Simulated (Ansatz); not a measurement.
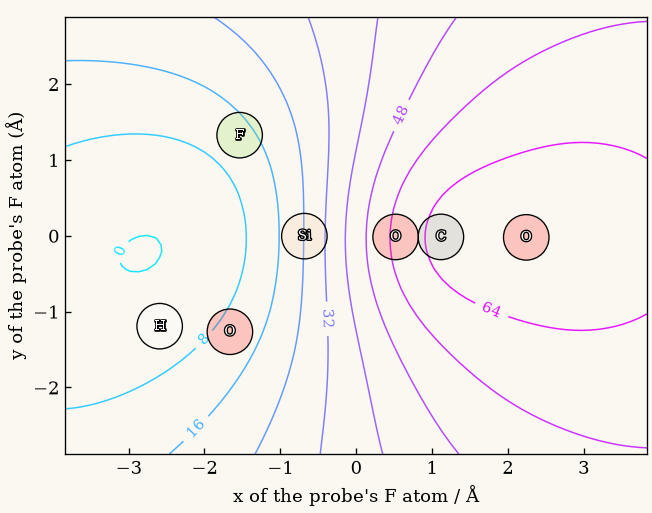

Energy landscape of CHFO₃Si (SMILES O=C1O[Si]1(O)F) with the probe F-. 
- The probe is moved over a plane parallel to the molecule's main plane, 3.78 Å above it.
- Coordinates scanned: (1) x of the probe's F atom; (2) y of the probe's F atom.
- Nothing is relaxed (molecule and probe rigid).
- The grid has 17 × 13 points.
- Points are written as (first, second).
- Energies: kJ/mol, counted from the lowest grid point.
- Method: RHF/def2-SVPD (Ansatz 0.2.0).

Drawn: contour lines labelled in kJ/mol, labelled circles for the molecule's atoms, projected on the plane. Between grid points the surface is interpolated. 

### Summarise what can be read from the map.

The lowest grid point is at (−2.88 Å, −0.48 Å). It is the only kind of minimum in the scanned range. The highest grid point, (1.92 Å, 0.00 Å) [nearest 1 O at 3.04 Å], lies 68 kJ/mol above the lowest. Near the minimum the curvatures are about 0.049 and 0.086 eV/Å² along the soft and the stiff direction.

Each point was launched as `ansatz run input.yaml --threads 1 --pin off --max-ram 2560MiB --backend cpu --events-out ev --progress --plain --runs-dir out`. The whole map (221 points run) took 54 min on 1 thread of Arm Neoverse N1, on a shared host.
